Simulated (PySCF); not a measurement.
# C₅H₉ClOSi: circular dichroism and optical rotation

Aim: compute the circular dichroism and optical rotation of C₅H₉ClOSi (`Cl[C@@H]1C[C@@H]2O[C@H]1C[SiH2]2`).

Computed with PySCF 2.14.0 and routines of our own; the level stands in each step. Atoms count from 0.

## (1) The starting structure

17 atoms, charge 0, multiplicity 1; geometry from: GFN2-xTB.

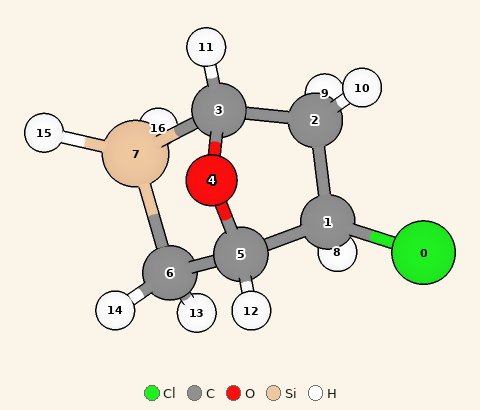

The starting geometry (chlorine green, carbon grey, oxygen red, silicon light orange, hydrogen white).

## (2) Circular dichroism and optical rotation: TDDFT CAM-B3LYP/def2-SVPD

What the job is given:

```
{"job": {"kind": "ecd", "xc": "CAM-B3LYP", "basis": "def2-SVPD", "nstates": 8}, "charge": 0, "multiplicity": 1}
Cl    -2.853746     1.186917    -0.222032
C     -1.279584     0.396558    -0.499235
C     -1.210121    -0.982464     0.166071
C      0.054543    -0.844981     1.024411
O      0.022119     0.524139     1.432136
C     -0.138033     1.170069     0.192450
C      1.165238     0.975118    -0.601426
Si     1.622580    -0.802796    -0.080177
H     -1.152704     0.361317    -1.580924
H     -1.145473    -1.792154    -0.558506
H     -2.086264    -1.142061     0.795584
H      0.047234    -1.465340     1.916765
H     -0.378476     2.219347     0.371216
H      1.015389     1.138278    -1.665972
H      1.899422     1.702836    -0.258747
H      2.829968    -0.863204     0.735949
H      1.580911    -1.769547    -1.177475
```

Method: TDDFT CAM-B3LYP/def2-SVPD circular dichroism and optical rotation, one conformer, gas phase.

On the command line:

```sh
$ OMP_NUM_THREADS=1 python excited_run.py task.json out
```

This one command runs all jobs of the session in turn.

Log:

```text
coarse grid: 15344 points
cycle   1  E = -1020.0861299072  dE =  1.360e+00  |g| = 6.276e-01  |ddm| = 7.093e+00
cycle   2  E = -1020.0477517172  dE =  3.838e-02  |g| = 8.152e-01  |ddm| = 2.205e+00
cycle   3  E = -1020.1733732071  dE = -1.256e-01  |g| = 7.755e-02  |ddm| = 1.189e+00
cycle   4  E = -1020.1744290435  dE = -1.056e-03  |g| = 3.530e-02  |ddm| = 1.747e-01
cycle   5  E = -1020.1747206642  dE = -2.916e-04  |g| = 7.531e-03  |ddm| = 7.201e-02
cycle   6  E = -1020.1747342840  dE = -1.362e-05  |g| = 2.067e-03  |ddm| = 2.302e-02
cycle   7  E = -1020.1747354372  dE = -1.153e-06  |g| = 6.396e-04  |ddm| = 6.847e-03
final grid: 139272 points
cycle   8  E = -1020.3186864448  dE = -4.066e-05  |g| = 4.467e-03  |ddm| = 1.379e-01
cycle   9  E = -1020.3186847166  dE =  1.728e-06  |g| = 5.474e-03  |ddm| = 1.863e-02
cycle  10  E = -1020.3186912475  dE = -6.531e-06  |g| = 4.072e-04  |ddm| = 9.193e-03
cycle  11  E = -1020.3186912708  dE = -2.326e-08  |g| = 2.801e-04  |ddm| = 1.217e-03
cycle  12  E = -1020.3186912872  dE = -1.643e-08  |g| = 4.226e-05  |ddm| = 5.038e-04
cycle  13  E = -1020.3186912876  dE = -4.520e-10  |g| = 1.335e-05  |ddm| = 1.353e-04
converged SCF energy = -1020.3186912876

Singlet excitations and rotatory strengths (1e-40 esu^2 cm^2)
state   eV       nm     f(len)   f(vel)    R(len)    R(vel)   main configurations
  1   6.6256   187.1  0.00196  0.00250    -0.440    -0.542   H->L 0.83
  2   6.9250   179.0  0.07460  0.07899     7.727     8.293   H->L+1 0.83
  3   7.1646   173.1  0.00932  0.01090   -17.823   -18.543   H->L+3 0.26, H->L+2 0.22, H-1->L 0.09
  4   7.2812   170.3  0.00080  0.00104    -1.221    -1.496   H-2->L+2 0.20, H-2->L 0.17, H-1->L 0.17
  5   7.4526   166.4  0.01527  0.01528   -14.093   -13.697   H->L+3 0.21, H-2->L 0.14, H->L+4 0.13
  6   7.7212   160.6  0.06478  0.06988   -36.658   -38.476   H->L+2 0.47, H->L+3 0.21, H->L 0.09
  7   7.9860   155.3  0.00954  0.01033    10.718    11.856   H->L+4 0.40, H-1->L 0.16
  8   8.1212   152.7  0.04035  0.04335    52.577    55.806   H->L+6 0.23, H-3->L 0.14, H->L+7 0.12

Specific rotation (deg / (dm g/mL))
    nm     length   length(OI)   velocity    alpha(len)  alpha(vel)
  633.0     -37.33     -37.94     -40.43       97.074     97.977
  589.3     -43.92     -44.63     -47.53       97.412     98.322
  546.0     -52.43     -53.26     -56.67       97.836     98.754
  436.0     -91.00     -92.35     -97.98       99.595    100.546
  405.0    -110.49    -112.07    -118.75      100.399    101.366
  365.0    -147.57    -149.56    -158.10      101.801    102.796
  355.0    -160.04    -162.16    -171.29      102.240    103.244
```

It took 2.2 min on 1 thread of Arm Neoverse V2, shared host; peak memory 1.1 GiB.

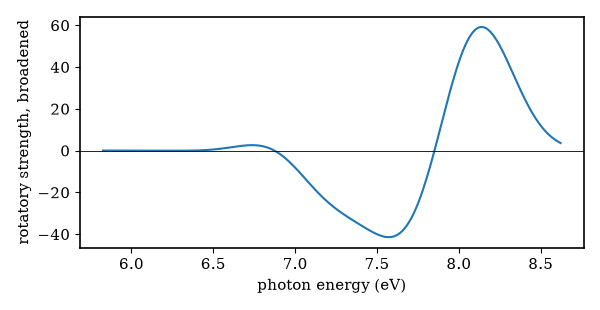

Circular dichroism: velocity-form rotatory strengths under Gaussians of 0.3 eV half-width at 1/e.

The fields below are evaluated on a grid from the run's orbitals.

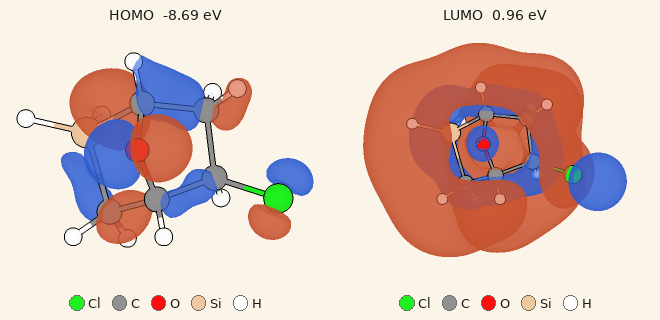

CAM-B3LYP/def2-SVPD orbitals near the gap, drawn at the value that encloses 70 % of each; the two colours are the two signs.

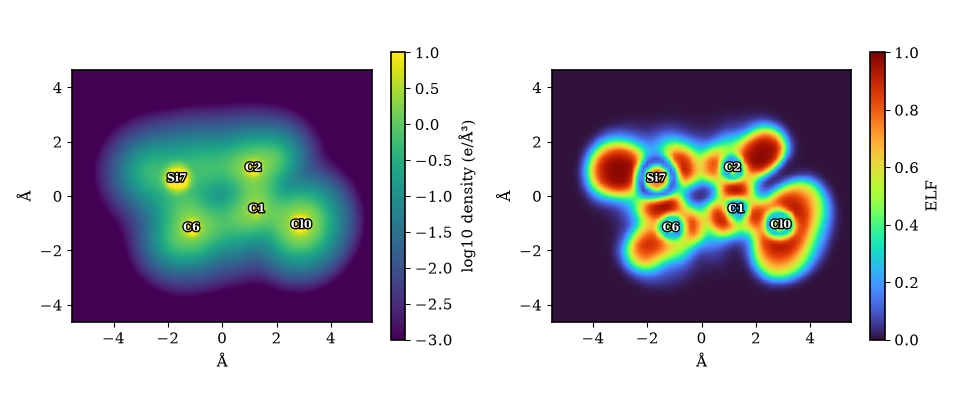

Density (left) and ELF (right) in a plane through or near 5 of the atoms.

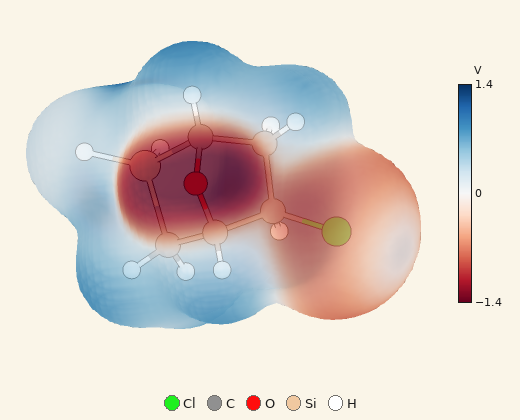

Electrostatic potential on the surface of density 0.002 e/bohr³; red is low, blue high. It runs from -1.40 V near O4 to 1.22 V near Si7.

## (3) What came out

| quantity | value |
| --- | --- |
| state of largest rotatory strength (velocity form) among 8 (step 2, TDDFT CAM-B3LYP/def2-SVPD) | 8.12 eV, R = +55.8 (velocity), +52.6 (length) ·10⁻⁴⁰ esu² cm² |
| specific rotation at 633.0 nm (step 2, TDDFT CAM-B3LYP/def2-SVPD) | -40.4 (velocity), -37.3 (length) |
| surface potential, least and greatest | -1.40 V and 1.22 V |

Rotations belong to one conformer.
